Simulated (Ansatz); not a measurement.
# SiNH4 (quartet): the correlation ladder at distance Si1–H5 along a hydrogen transfer = 1.972 Å, cc-pVDZ

Aim: climb from Hartree-Fock through coupled cluster and multireference methods for SiNH4 (quartet) at one geometry and basis, and see what each rung misses.

The runs use Ansatz 0.2.0, Gaussian basis; cc-pVDZ, core rule «outside noble gas», up to 6 orbitals frozen.

Plan: UHF; CCSD(T) on ROHF; CCSD(T) on UHF; BCCD(T) on ROHF; CISD; CCSDT(Q) on ROHF; CCSDT(Q) on UHF; CASSCF and MRCISD+Q, 5 electrons in 5 orbitals; CASSCF and NEVPT2, 5 electrons in 5 orbitals.

11 further runs of the same task are left out: 1 for a mislabelled method, 8 that didn't finish, 2 set aside as unsound or not needed.

### 1 The system

The geometry derives from fragments relaxed apart (PBE0/def2-TZVP) and kept rigid, so it is no stationary point. A hydrogen atom is moved between rigid fragments.

6 atoms, charge 0, spin multiplicity 4.

Atoms are counted from 1 here; the program's logs count them from 0.

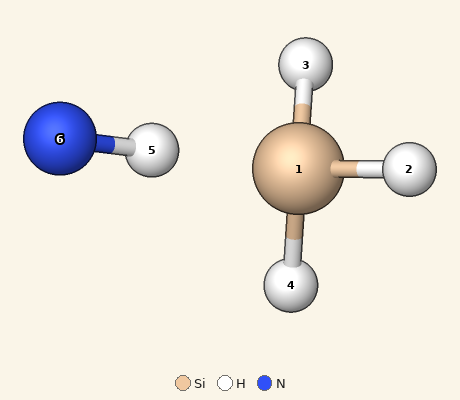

The structure; silicon light orange, hydrogen white, nitrogen blue; atoms are numbered from 1 in the order of the file.

In the tables R marks a restricted open-shell determinant and U an unrestricted one; 'pair' is the active space of 5 electrons in 5 orbitals; energies count from the table's Hartree-Fock row.

### 2 UHF

in.yaml reads:

```yaml
crystal:
  periodic: [false, false, false]
  atoms:
    - {symbol: Si, position_ang: [-0.984537, 0.000000, 0.000000]}
    - {symbol: H, position_ang: [-1.479409, 1.399708, 0.000000]}
    - {symbol: H, position_ang: [-1.479408, -0.699854, 1.212183]}
    - {symbol: H, position_ang: [-1.479409, -0.699854, -1.212183]}
    - {symbol: H, position_ang: [0.987463, 0.000000, 0.000000]}
    - {symbol: N, position_ang: [2.222463, 0.000000, 0.000000]}
basis:
  gaussian: {orbitals: cc-pVDZ}
magnetization: {spin_polarized: true, initial_magnetization: 3}
hamiltonian: {xc: hf}
output: {orbitals: {seedname: orbitals}}
```

Run with:

```console
$ ansatz run in.yaml --threads 1 --pin off --events-out ev --progress --plain --max-ram 2393MiB
```

Output:

```text
Functional definition: HF
  name "HF"
  cite "Fock, Z. Phys. 61, 126 (1930) doi:10.1007/BF01340294"
  parent pbe
  exchange = exact_x
  correlation = 0
491 factors; integrals over basis functions are off by at most 1.6e-3 eV
mean field evaluation 1: about -9402.2871 eV, gradient 9.8e0 eV
mean field evaluation 2: about -9402.3144 eV, gradient 9.9e0 eV
mean field evaluation 4: about -9403.4318 eV, gradient 1.3e0 eV
mean field evaluation 8: about -9403.4668 eV, gradient 1.0e-3 eV
mean field -9403.46686330 eV, -345.5710333275 hartree, gradient 2.4e-5 eV, S^2 3.813164; 0 other end points of the search recorded, 0 dependent functions left out
reference -9403.46686330 eV, -345.5710333275 hartree; 14, 11 occupied and 38, 41 virtual orbitals, 491 factors
Total energy: -9403.46686330 eV, -345.5710333275 hartree
```

It took 0.3 s on 1 thread of INTEL XEON PLATINUM 8581C at 2.30GHz, shared host.

From the report: ⟨S²⟩ of the determinant 3.813 (pure quartet: 3.75).

### 3 CCSD(T) on ROHF

in.yaml: that of step 2 with these lines changed.

```diff
@@ -11,4 +11,3 @@
   gaussian: {orbitals: cc-pVDZ}
-magnetization: {spin_polarized: true, initial_magnetization: 3}
-hamiltonian: {xc: hf}
-output: {orbitals: {seedname: orbitals}}
+magnetization: {spin_polarized: false, initial_magnetization: 3}
+correlation: {method: ccsd_t, electrons: outside_noble_gas}
```

Same command.

Output, shortened:

```text
Functional definition: HF
  name "HF"
  cite "Fock, Z. Phys. 61, 126 (1930) doi:10.1007/BF01340294"
  parent pbe
[...]
491 factors; integrals over basis functions are off by at most 1.6e-3 eV
[...]
mean field -9403.00284131 eV, -345.5539808339 hartree, gradient 4.7e-6 eV, S^2 3.750000; 0 other end points of the search recorded, 0 dependent functions left out
6 core orbitals not correlated: weight in the atoms' cores, before any rotation towards them, 1.000 or more for the frozen orbitals, at most 0.000 for the correlated occupied ones
reference -9403.00284131 eV, -345.5539808339 hartree; 8, 5 occupied and 38, 41 virtual orbitals, 491 factors
second order -5.86114200 eV of doubles, -0.21618579 eV of singles
cycle   1  -7.00217420 eV  change   -9.2e-1 eV  update   7.0e-2
[...]
cycle  11  -7.35165932 eV  change   -1.9e-7 eV  update   6.2e-6
perturbative correction -0.14529507 eV, -0.0053394953 hartree
Total energy: -9410.49979570 eV, -345.8294888262 hartree
```

Wall time 1.3 s (1 thread of INTEL XEON PLATINUM 8581C at 2.30GHz, shared host).

From the report: correlation -7.4970 eV; T1 0.025; largest double amplitude 0.05.

### 4 CCSD(T) on UHF

in.yaml: that of step 3 with these lines changed.

```diff
@@ -11,3 +11,3 @@
   gaussian: {orbitals: cc-pVDZ}
-magnetization: {spin_polarized: false, initial_magnetization: 3}
+magnetization: {spin_polarized: true, initial_magnetization: 3}
 correlation: {method: ccsd_t, electrons: outside_noble_gas}
```

Same command.

Output, shortened:

```text
Functional definition: HF
  name "HF"
  cite "Fock, Z. Phys. 61, 126 (1930) doi:10.1007/BF01340294"
  parent pbe
[...]
491 factors; integrals over basis functions are off by at most 1.6e-3 eV
[...]
mean field -9403.46686330 eV, -345.5710333275 hartree, gradient 5.9e-6 eV, S^2 3.813164; 0 other end points of the search recorded, 0 dependent functions left out
6 core orbitals not correlated: weight in the atoms' cores, before any rotation towards them, 1.000 or more for the frozen orbitals, at most 0.000 for the correlated occupied ones
reference -9403.46686330 eV, -345.5710333275 hartree; 8, 5 occupied and 38, 41 virtual orbitals, 491 factors
second order -5.56311489 eV of doubles, -0.00000000 eV of singles
cycle   1  -6.49989042 eV  change   -9.4e-1 eV  update   7.2e-2
[...]
cycle  11  -6.89728059 eV  change   -9.1e-7 eV  update   9.9e-6
perturbative correction -0.13633381 eV, -0.0050101753 hartree
Total energy: -9410.50047770 eV, -345.8295138892 hartree
```

It took 1.1 s on 1 thread of INTEL XEON PLATINUM 8581C at 2.30GHz, shared host.

From the report: ⟨S²⟩ of the determinant 3.813 (pure quartet: 3.75); correlation -7.0336 eV; T1 0.017; largest double amplitude 0.04.

### 5 BCCD(T) on ROHF

in.yaml: that of step 4 with these lines changed.

```diff
@@ -11,3 +11,3 @@
   gaussian: {orbitals: cc-pVDZ}
-magnetization: {spin_polarized: true, initial_magnetization: 3}
-correlation: {method: ccsd_t, electrons: outside_noble_gas}
+magnetization: {spin_polarized: false, initial_magnetization: 3}
+correlation: {method: bccd_t, electrons: outside_noble_gas}
```

The command is unchanged.

Output, shortened:

```text
Functional definition: HF
  name "HF"
  cite "Fock, Z. Phys. 61, 126 (1930) doi:10.1007/BF01340294"
  parent pbe
[...]
491 factors; integrals over basis functions are off by at most 1.6e-3 eV
[...]
mean field -9403.00284131 eV, -345.5539808339 hartree, gradient 4.7e-6 eV, S^2 3.750000; 0 other end points of the search recorded, 0 dependent functions left out
6 core orbitals not correlated: weight in the atoms' cores, before any rotation towards them, 1.000 or more for the frozen orbitals, at most 0.000 for the correlated occupied ones
reference -9403.00284131 eV, -345.5539808339 hartree; 8, 5 occupied and 38, 41 virtual orbitals, 491 factors
second order -5.86114200 eV of doubles, -0.21618579 eV of singles
cycle   1  -7.04262323 eV  change   -9.6e-1 eV  update   7.0e-2
[...]
cycle  11  -7.35177259 eV  change    2.7e-6 eV  update   8.8e-6
perturbative correction -0.14498401 eV, -0.0053280641 hartree
Total energy: -9410.49959791 eV, -345.8294815575 hartree
```

It took 1.5 s on 1 thread of INTEL XEON PLATINUM 8581C at 2.30GHz, shared host.

From the report: correlation -7.4968 eV; largest double amplitude 0.05.

### 6 CISD

in.yaml: that of step 5 with these lines changed.

```diff
@@ -12,2 +12,2 @@
 magnetization: {spin_polarized: false, initial_magnetization: 3}
-correlation: {method: bccd_t, electrons: outside_noble_gas}
+correlation: {active_space: {ras: {orbitals: [5, 3, 38], electrons: 13, max_holes: 2, max_particles: 2}, fixed_orbitals: true}}
```

The command is unchanged.

Output:

```text
Functional definition: HF
  name "HF"
  cite "Fock, Z. Phys. 61, 126 (1930) doi:10.1007/BF01340294"
  parent pbe
  exchange = exact_x
  correlation = 0
491 factors; integrals over basis functions are off by at most 1.6e-3 eV
mean field evaluation 1: about -9402.0188 eV, gradient 1.1e1 eV
mean field evaluation 2: about -9402.0412 eV, gradient 1.2e1 eV
mean field evaluation 4: about -9402.9735 eV, gradient 1.7e0 eV
mean field evaluation 8: about -9403.0026 eV, gradient 1.0e-1 eV
mean field -9403.00284131 eV, -345.5539808339 hartree, gradient 4.7e-6 eV, S^2 3.750000; 0 other end points of the search recorded, 0 dependent functions left out
reference -9403.00284131 eV, -345.5539808339 hartree; 14, 11 occupied and 38, 41 virtual orbitals, 491 factors
state -9409.76067957 eV, -345.8023268093 hartree
Total energy: -9409.76067957 eV, -345.8023268093 hartree
```

Wall time 14 s (1 thread of INTEL XEON PLATINUM 8581C at 2.30GHz, shared host).

From the report: 240,081 determinants.

### 7 CCSDT(Q) on ROHF

in.yaml: that of step 6 with these lines changed.

```diff
@@ -12,2 +12,2 @@
 magnetization: {spin_polarized: false, initial_magnetization: 3}
-correlation: {active_space: {ras: {orbitals: [5, 3, 38], electrons: 13, max_holes: 2, max_particles: 2}, fixed_orbitals: true}}
+correlation: {method: ccsdt_q, electrons: outside_noble_gas}
```

Same command.

Output, shortened:

```text
Functional definition: HF
  name "HF"
  cite "Fock, Z. Phys. 61, 126 (1930) doi:10.1007/BF01340294"
  parent pbe
[...]
961 factors; integrals over basis functions are off by at most 2.3e-7 eV
[...]
mean field -9403.00288001 eV, -345.5539822560 hartree, gradient 4.4e-6 eV, S^2 3.750000; 0 other end points of the search recorded, 0 dependent functions left out
6 core orbitals not correlated: weight in the atoms' cores, before any rotation towards them, 1.000 or more for the frozen orbitals, at most 0.000 for the correlated occupied ones
reference -9403.00288001 eV, -345.5539822560 hartree; 8, 5 occupied and 38, 41 virtual orbitals, 961 factors
second order -5.86117138 eV of doubles, -0.21618563 eV of singles
cycle   1  -7.00215546 eV  change   -9.2e-1 eV  update   7.6e-2
[...]
cycle  15  -7.52681930 eV  change   -1.2e-6 eV  update   9.3e-7
perturbative correction -0.00730336 eV, -0.0002683934 hartree
Total energy: -9410.53700266 eV, -345.8308561568 hartree
```

Run time: 39 s. Hardware: 1 thread of INTEL XEON PLATINUM 8581C at 2.30GHz, shared host; peak memory 0.88 GiB.

From the report: correlation -7.5341 eV; T1 0.025; largest double amplitude 0.06.

### 8 CCSDT(Q) on UHF

in.yaml: that of step 7 with these lines changed.

```diff
@@ -11,3 +11,3 @@
   gaussian: {orbitals: cc-pVDZ}
-magnetization: {spin_polarized: false, initial_magnetization: 3}
+magnetization: {spin_polarized: true, initial_magnetization: 3}
 correlation: {method: ccsdt_q, electrons: outside_noble_gas}
```

Same command.

Output, shortened:

```text
Functional definition: HF
  name "HF"
  cite "Fock, Z. Phys. 61, 126 (1930) doi:10.1007/BF01340294"
  parent pbe
[...]
961 factors; integrals over basis functions are off by at most 2.3e-7 eV
[...]
mean field -9403.46690178 eV, -345.5710347417 hartree, gradient 5.9e-6 eV, S^2 3.813164; 0 other end points of the search recorded, 0 dependent functions left out
6 core orbitals not correlated: weight in the atoms' cores, before any rotation towards them, 1.000 or more for the frozen orbitals, at most 0.000 for the correlated occupied ones
reference -9403.46690178 eV, -345.5710347417 hartree; 8, 5 occupied and 38, 41 virtual orbitals, 961 factors
second order -5.56314345 eV of doubles, -0.00000000 eV of singles
cycle   1  -6.49987152 eV  change   -9.4e-1 eV  update   7.7e-2
[...]
cycle  16  -7.06492411 eV  change    8.4e-7 eV  update   1.5e-6
perturbative correction -0.00688263 eV, -0.0002529320 hartree
Total energy: -9410.53870852 eV, -345.8309188459 hartree
```

Run time: 33 s. Hardware: 1 thread of INTEL XEON PLATINUM 8581C at 2.30GHz, shared host; peak memory 0.68 GiB.

From the report: ⟨S²⟩ of the determinant 3.813 (pure quartet: 3.75); correlation -7.0718 eV; T1 0.018; largest double amplitude 0.05.

### 9 CASSCF and MRCISD+Q, 5 electrons in 5 orbitals

in.yaml: that of step 8 with these lines changed.

```diff
@@ -11,3 +11,3 @@
   gaussian: {orbitals: cc-pVDZ}
-magnetization: {spin_polarized: true, initial_magnetization: 3}
-correlation: {method: ccsdt_q, electrons: outside_noble_gas}
+magnetization: {spin_polarized: false, initial_magnetization: 3}
+correlation: {method: fic_mrcisd_q, electrons: outside_noble_gas, active_space: {window: {electrons: 5, orbitals: 5}}}
```

Same command.

Output, shortened:

```text
Functional definition: HF
  name "HF"
  cite "Fock, Z. Phys. 61, 126 (1930) doi:10.1007/BF01340294"
  parent pbe
[...]
491 factors; integrals over basis functions are off by at most 1.6e-3 eV
[...]
mean field -9403.00284131 eV, -345.5539808339 hartree, gradient 4.7e-6 eV, S^2 3.750000; 0 other end points of the search recorded, 0 dependent functions left out
reference -9403.00284131 eV, -345.5539808339 hartree; 14, 11 occupied and 38, 41 virtual orbitals, 491 factors
state -9403.94018954 eV, -345.5884277458 hartree
contracted CI cycle   1: correlation 0.00000000 eV, 0.0000000000 hartree, residual 2.10e1 eV
contracted CI cycle   2: correlation -5.82787291 eV, -0.2141703792 hartree, residual 2.93e0 eV
contracted CI cycle   3: correlation -5.95809566 eV, -0.2189559771 hartree, residual 6.51e-1 eV
contracted CI cycle   4: correlation -5.96511407 eV, -0.2192138987 hartree, residual 1.67e-1 eV
[...]
contracted CI cycle   6: correlation -6.42570158 eV, -0.2361401775 hartree, residual 2.60e-2 eV
contracted CI cycle   7: correlation -6.42571506 eV, -0.2361406728 hartree, residual 1.03e-2 eV
contracted CI cycle   8: correlation -6.42571720 eV, -0.2361407517 hartree, residual 3.65e-3 eV
contracted CI cycle   9: correlation -6.42571745 eV, -0.2361407607 hartree, residual 1.32e-3 eV
contracted CI cycle  10: correlation -6.42571748 eV, -0.2361407618 hartree, residual 4.66e-4 eV
state -9403.37191696 eV, -345.5675441140 hartree; corrected -9410.49469590 eV, -345.8293014119 hartree
state -9403.37191696 eV, -345.5675441140 hartree; corrected -9410.49469590 eV, -345.8293014119 hartree
the orbitals are reached from a further start. From the first start the search ends at -9403.94016167 eV, -345.5884267217 hartree
WARN: the results are in doubt because another end's mean lies 0.568 eV lower, and its corrected mean 0.006 eV higher
Total energy: -9410.49469590 eV, -345.8293014119 hartree
In doubt: another end's mean lies 0.568 eV lower, and its corrected mean 0.006 eV higher
```

Wall time 1.6 s (1 thread of INTEL XEON PLATINUM 8581C at 2.30GHz, shared host).

From the report: 17 determinants; active occupations 1.98, 1.00, 1.00, 1.00, 0.02. Mind the lines of doubt at the end of the log.

### 10 CASSCF and NEVPT2, 5 electrons in 5 orbitals

in.yaml: that of step 9 with these lines changed.

```diff
@@ -12,2 +12,2 @@
 magnetization: {spin_polarized: false, initial_magnetization: 3}
-correlation: {method: fic_mrcisd_q, electrons: outside_noble_gas, active_space: {window: {electrons: 5, orbitals: 5}}}
+correlation: {method: sc_nevpt2, electrons: outside_noble_gas, active_space: {window: {electrons: 5, orbitals: 5}}}
```

The command is unchanged.

Output, shortened:

```text
Functional definition: HF
  name "HF"
  cite "Fock, Z. Phys. 61, 126 (1930) doi:10.1007/BF01340294"
  parent pbe
[...]
491 factors; integrals over basis functions are off by at most 1.6e-3 eV
[...]
mean field -9403.00284131 eV, -345.5539808339 hartree, gradient 4.7e-6 eV, S^2 3.750000; 0 other end points of the search recorded, 0 dependent functions left out
reference -9403.00284131 eV, -345.5539808339 hartree; 14, 11 occupied and 38, 41 virtual orbitals, 491 factors
state -9403.94018954 eV, -345.5884277458 hartree
state -9403.94018954 eV, -345.5884277458 hartree; corrected -9409.16628930 eV, -345.7804833698 hartree
state -9403.37191696 eV, -345.5675441140 hartree
state -9403.37191696 eV, -345.5675441140 hartree; corrected -9409.11130750 eV, -345.7784628259 hartree
state -9403.94018954 eV, -345.5884277458 hartree; corrected -9409.16628930 eV, -345.7804833698 hartree
Total energy: -9409.16628930 eV, -345.7804833698 hartree
```

It took 0.84 s on 1 thread of INTEL XEON PLATINUM 8581C at 2.30GHz, shared host.

From the report: 17 determinants; active occupations 1.95, 1.00, 1.00, 1.00, 0.05.

### 11 All levels against the top one

The yardstick is UCCSDT(Q), where the cluster series has nearly closed. Rows without a time come out of other runs: HF, MP2 and CCSD of CCSD(T), CCSDT of CCSDT(Q), CASSCF and MRCISD of the multireference runs.

```
     method  energy from the lowest RHF (kJ/mol)  from UCCSDT(Q) (kJ/mol)    time
        RHF                                  0.0                   +727.1        
        UHF                                -44.8                   +682.3        
       RMP2                               -586.4                   +140.7        
       UMP2                               -581.5                   +145.6        
       CISD                               -652.0                    +75.1    14 s
      RCCSD                               -709.3                    +17.8        
      UCCSD                               -710.3                    +16.8        
   RCCSD(T)                               -723.3                     +3.8   1.3 s
   UCCSD(T)                               -723.4                     +3.7   1.1 s
    BCCD(T)                               -723.3                     +3.8   1.5 s
     RCCSDT                               -726.2                     +0.9        
     UCCSDT                               -726.4                     +0.7        
  RCCSDT(Q)                               -726.9                     +0.2    39 s
  UCCSDT(Q)                               -727.1                        0    33 s
CASSCF pair                                -90.4                   +636.7        
NEVPT2 pair                               -594.7                   +132.4  0.84 s
```

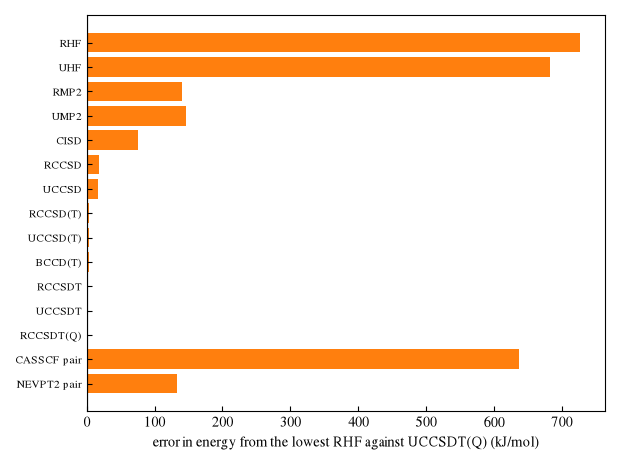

How far each level lands from UCCSDT(Q).

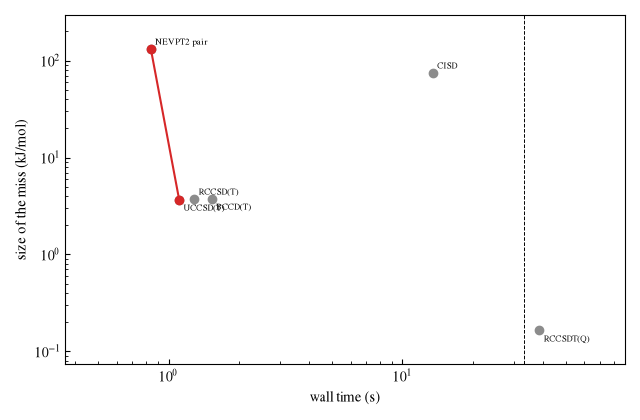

Miss against cost. Red marks the levels that no quicker level drawn beats (of those quicker than the yardstick), and the dashed line is the time of UCCSDT(Q). Times are from a shared host.

Not comparable, so not listed: CASSCF and MRCISD+Q, 5 electrons in 5 orbitals (they don't share determinant, frozen orbitals or solution with the rows shown, or repeat one).

### 12 What came out

```
                         quantity                                                   value
   UCCSDT(Q) below the RHF energy                                              -7.5359 eV
              RMP2 from UCCSDT(Q)                                           +140.7 kJ/mol
              UMP2 from UCCSDT(Q)                                           +145.6 kJ/mol
             RCCSD from UCCSDT(Q)                                            +17.8 kJ/mol
          RCCSD(T) from UCCSDT(Q)                                             +3.8 kJ/mol
          UCCSD(T) from UCCSDT(Q)                                             +3.7 kJ/mol
         RCCSDT(Q) from UCCSDT(Q)                                             +0.2 kJ/mol
       NEVPT2 pair from UCCSDT(Q)                                           +132.4 kJ/mol
levels within 1 kcal/mol (43 meV)  RCCSD(T), UCCSD(T), BCCD(T), RCCSDT, UCCSDT, RCCSDT(Q)
                    T1 diagnostic                                                   0.025
```

**Reading.** RCCSD(T) lands +3.8 kJ/mol from the yardstick (0.5 % of the correlation energy). These misses are within one basis, not against nature; the frozen cores of restricted and unrestricted runs differ, which can shift their rows.

UCCSD(T) reaches 3.7 kJ/mol from the reference in 1.1 s, where UCCSDT(Q) took 33 s; the quickest level in the cost chart, NEVPT2 pair, takes 0.84 s and misses by 132.4 kJ/mol.
